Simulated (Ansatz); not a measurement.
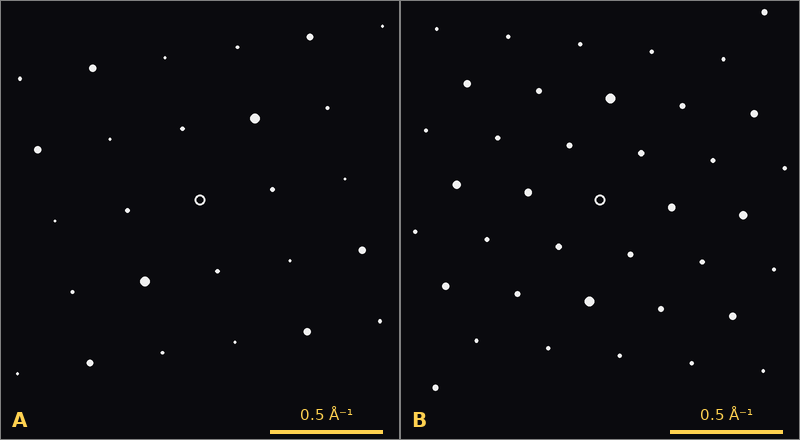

Kinematic electron diffraction patterns (300 kV, B = 0.5 Å², same scale, each along a low-index zone) of two structures of composition Ta2Ru, each relaxed at zero pressure with Ansatz, DFT PBE, scalar-relativistic, plane waves, PAW.

The structures (standard cells):
1. Fddd (No. 70), a = 5.510 Å, b = 8.192 Å, c = 9.032 Å, 24 atoms; generated start, possibly hypothetical
2. Fm-3m (No. 225), a = 6.164 Å, 12 atoms; generated start, possibly hypothetical

Q: Which pattern belongs to which structure, and along which zone?

A: A is structure 1 along [100]: centred rectangular net of 0 2 -2 at d = 3.03 Å and 0 2 2 at d = 3.03 Å, 84.4° apart (some points of this net are extinct or too weak to see). B is structure 2 along [110] or an equivalent direction: centred rectangular net of -1 1 -1 at d = 3.56 Å and -1 1 1 at d = 3.56 Å, 70.5° apart.

Q: Rank the structures by their computed energy.

A: Structure 1 (Fddd, 16.99 Å³ an atom) is the lowest of these; structure 2 (Fm-3m, 19.52 Å³ an atom) lies about 310 meV an atom higher. These are static energies at 0 K; other structures, not shown, may lie lower still.
